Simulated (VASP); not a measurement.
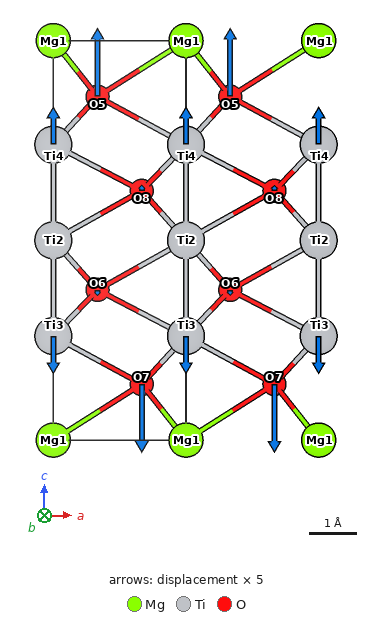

This is a relaxation of solid MgTi$_{3}$O$_{4}$ (a generated structure, set up in P-3m1). The starting structure is drawn; blue arrows show the displacements (the part carried along by the change of the cell is left out), 5 times their true length.

The picture is a ball-and-stick view of the cell of the calculation, repeated 2 × 1 × 1 with one cell outlined, seen along the b axis.

The run lets cell and atoms move.

These are results of Kohn-Sham DFT of a periodic cell, PBE, VASP PAW PBE potentials, recommended in VASP, not measurements.

The input:
```
SYSTEM = MgTi3O4
ALGO     = Fast           ! electronic algorithm
EDIFF    = 1E-4           ! SCF threshold, eV
EDIFFG   = -0.08          ! ionic threshold
ENCUT    = 520            ! plane-wave cutoff, eV
GGA      = PE             ! functional
IBRION   = 2              ! ionic algorithm
ISIF     = 3              ! what is computed and relaxed
ISMEAR   = 0              ! smearing method
LASPH    = .True.         ! aspherical terms in the spheres
LCHARG   = .False.        ! write CHGCAR
LREAL    = .False.        ! projectors in reciprocal space
LWAVE    = .False.        ! write WAVECAR
NELM     = 60             ! most SCF steps
NSW      = 24             ! ionic steps
PREC     = Normal         ! precision mode
SIGMA    = 0.15           ! smearing width, eV
```

Run as
```bash
cat potpaw_PBE.64/Mg/POTCAR potpaw_PBE.64/Ti_sv/POTCAR potpaw_PBE.64/O/POTCAR > POTCAR
mpirun -np 1 vasp_std > vasp.out
```

**What happened in the run?**

The largest moves relative to the cell, 0.30 Å, are those of O5 and O7. O5 goes along +c. By element the largest moves are O 0.30 Å, Ti 0.17 Å. Mg stays in place. Cell: a = b 3.325 → 2.839 Å (−14.6 %), c 8.669 → 11.035 Å (+27.3 %). Volume −7.2 %. Some distances before and after: Ti2–Ti3 2.077 → 2.811 Å, Ti2–Ti2 3.325 → 2.839 Å, Mg1–Ti3 2.257 → 2.706 Å, Mg1–O5 2.272 → 2.059 Å. Among the angles between lasting bonds that change: Ti2–O6–Ti3 56.8° → 81.2°, Ti4–O5–Ti4 99.1° → 80.6°, Ti3–O6–Ti3 100.3° → 81.9°. The space group stays P-3m1 (No. 164). Over 14 geometry steps the energy falls by 4.783 eV per cell of the calculation. Largest force component: 1.2 eV/Å at the start, 0.031 eV/Å at the end. Pressure: 8.79 GPa at the start and −0.44 GPa at the end.
